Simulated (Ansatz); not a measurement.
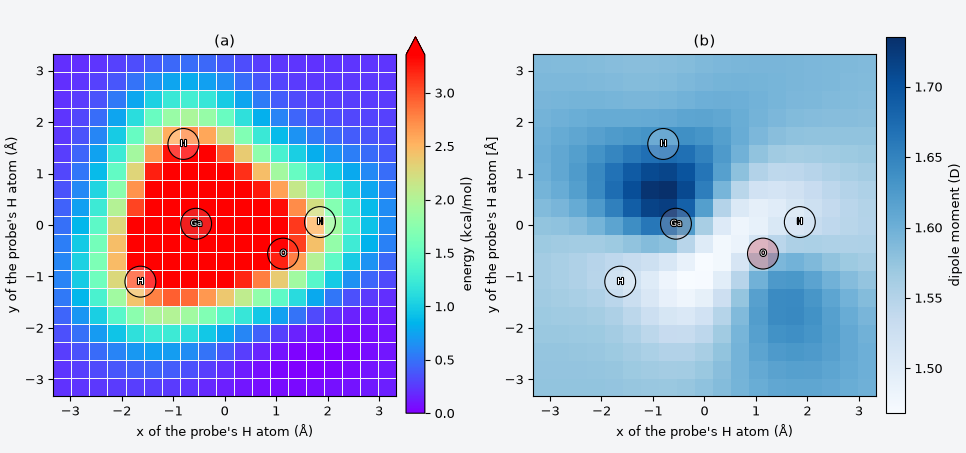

GaH₃O with the probe H2. The probe is moved over a plane parallel to the molecule's main plane, 2.10 Å above it. The first coordinate is: x of the probe's H atom; the second: y of the probe's H atom. Nothing is relaxed (molecule and probe rigid, the probe upright with H nearest the plane). The grid has 19 × 19 points. Points are written as (first, second). All energies are given in kcal/mol relative to the lowest grid point. Level of theory: RHF/def2-SVPD (Ansatz 0.2.0).

Panel (a) is the energy and panel (b) the computed dipole moment on the same grid.

Drawn: one coloured cell a grid point, labelled circles for the molecule's atoms, projected on the plane, one colour for all values above the top of the scale.

> How does the dipole moment vary over the map, and what is it at the lowest grid point?

Leaving out the highest fifth of the energies, it runs from 1.49 D at (0.00 Å, −1.40 Å) to 1.67 D at (−1.75 Å, 1.05 Å). At the lowest grid point, (1.75 Å, −2.45 Å), it is 1.63 D.
